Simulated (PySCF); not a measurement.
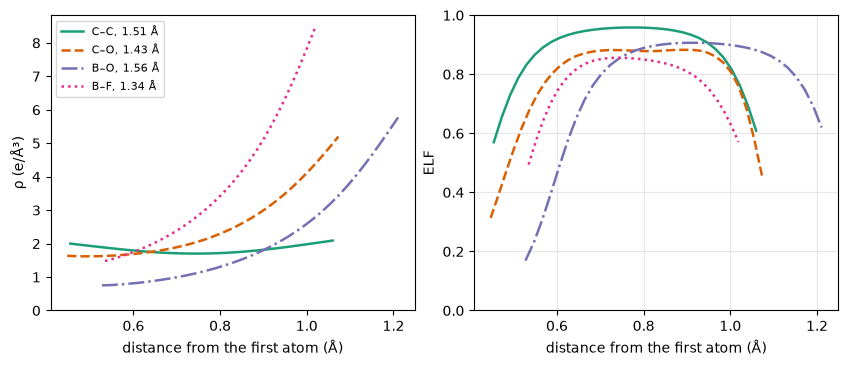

C4H10B2F2O (SMILES [BH3-][O+]1CCC[C@H]1B(F)F). Total electron density and electron localisation function along straight lines between neighbouring atoms. The curves leave out the atomic cores.

Geometry: PBE0-D3(BJ)/def2-SVP.

These are results of PySCF, PBE0/pcSseg-1, SCF density, gas phase, non-relativistic, not measurements.

The calculation's input:

```
{"job": {"kind": "nmr", "xc": "PBE0", "basis": "pcSseg-1"}, "charge": 0, "multiplicity": 1}
B      1.779487     1.076552     0.038404
O      0.639830     0.031067     0.258462
C      0.725164    -1.392661     0.369461
C     -0.741189    -1.844183     0.291518
C     -1.551564    -0.554594     0.028920
C     -0.515537     0.395608    -0.532428
B     -0.547409     1.982304    -0.275880
F     -0.728725     2.814514    -1.305403
F     -0.966237     2.399356     0.925498
H      2.478636     1.118883     1.027786
H      2.314824     0.860123    -1.033905
H      1.075624     2.126277    -0.045525
H      1.229018    -1.614469     1.319064
H      1.336491    -1.772370    -0.464992
H     -1.063367    -2.336781     1.218973
H     -0.869905    -2.568362    -0.525318
H     -2.390478    -0.717373    -0.660622
H     -1.954046    -0.148870     0.968826
H     -0.281956     0.165927    -1.588808
```

Command:

```sh
OMP_NUM_THREADS=1 python probes_run.py task.json out
```

> What kind of bonding do the profiles show?

C–C (1.51 Å): ρ is about 1.7 e/Å³ halfway; the ELF peaks at about 0.95 between the atoms: localised, covalent bonding.
C–O (1.43 Å): ρ is about 1.9 e/Å³ halfway, with its minimum of 1.6 e/Å³ about 0.5 Å from C; the ELF peaks at about 0.90 between the atoms; a polar covalent bond.
B–O (1.56 Å): ρ at the midpoint is about 1.2 e/Å³; the ELF peaks at about 0.90 between the atoms (a polar covalent bond).
B–F (1.34 Å): ρ at the midpoint is about 2.1 e/Å³; the ELF peaks at about 0.85 between the atoms: a shared but strongly polarised pair.
